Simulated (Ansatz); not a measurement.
The parent structure is AlN in the wurtzite structure (space group P6_3mc, No. 186; a = 3.107 Å, c = 4.979 Å).

It is then changed as follows: cell and atoms relaxed at a pressure of 15 GPa.

The values are results of Ansatz (a quantum-chemistry and plane-wave program) r2SCAN, no spin-orbit coupling, not measurements.

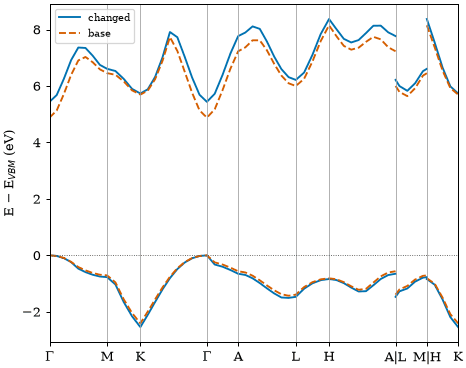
Figure. Highest valence and lowest conduction band along the path, each from its own valence-band maximum

The gap is 5.44 eV, direct at Γ; the base has 4.88 eV.

Load acts through the strain it causes; cell and atoms are relaxed under it. No phonon test of stability was made. Measured, AlN leaves this structure (for rock salt) near 14 GPa (temperature not stated; as listed in Datta, Sujoy, Jana, Debnarayan, arXiv (2020)), on rising pressure, with hysteresis.
